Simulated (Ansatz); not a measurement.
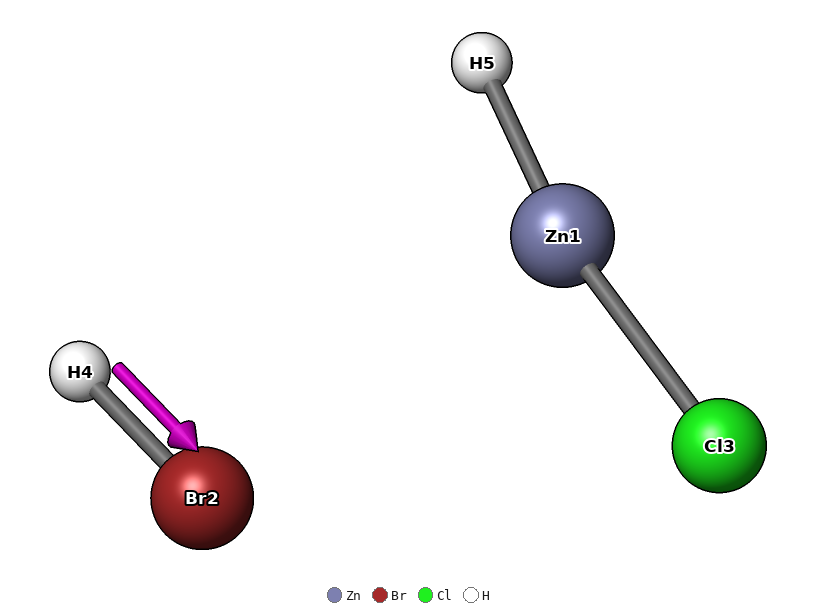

The arrows show one normal mode. Harmonic vibrations computed with RKS PBE0-D4/def2-TZVP (Ansatz 0.2.0) at a stationary point of the same level.

> Describe the motion.

Mostly Br–H stretching.

> At what wavenumber does it lie?

2651 cm⁻¹; it is mode 9 of 9 counted from the lowest.
